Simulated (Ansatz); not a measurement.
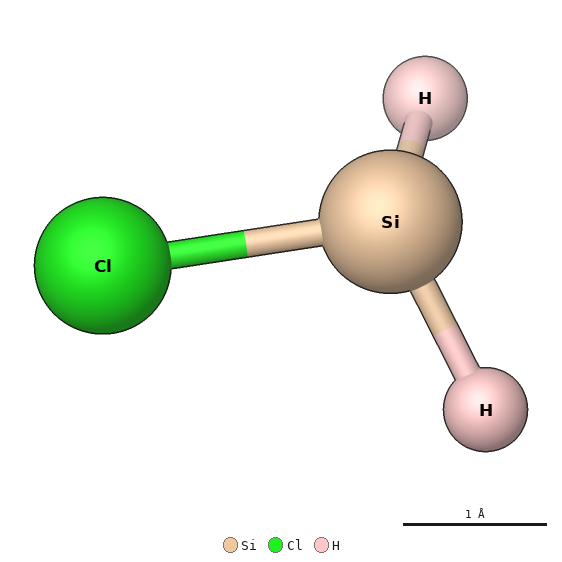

Atoms fade into the background with distance from the viewer. State: neutral, doublet. Computed geometry: PBE0-D4/def2-TZVP optimisation. Masses are those of the most abundant isotopes; constants are for the rigid equilibrium geometry.

Classify the rotor and give the rotational constants (cm⁻¹).

Answer. An asymmetric top (Cs): A = 4.31, B = 0.236, C = 0.229 cm⁻¹. Ray's parameter κ is −1.00, close to the prolate limit.
